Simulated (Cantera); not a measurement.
A closed system holds: 1 mol C6H6, 0.33 mol NH3, 1.9 mol H2, equilibrated at 18000 Torr.

Equilibrium computed with Cantera from the NASA thermochemical tables; the gas is ideal and each condensed phase is pure. Candidate condensed phases: C, C6H6, C7H8, C8H18; 92 gas species. Rates play no part.

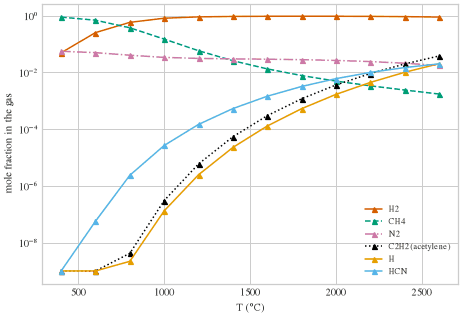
Fig. 1. Equilibrium gas composition (values under 1e-9 drawn at 1e-9)

Question: Read off the mole fractions at 2600 °C.

Answer: H2 about 0.90, C2H2 (acetylene) about 0.038, H about 0.020, HCN about 0.020, N2 about 0.018, CH4 about 0.0017.
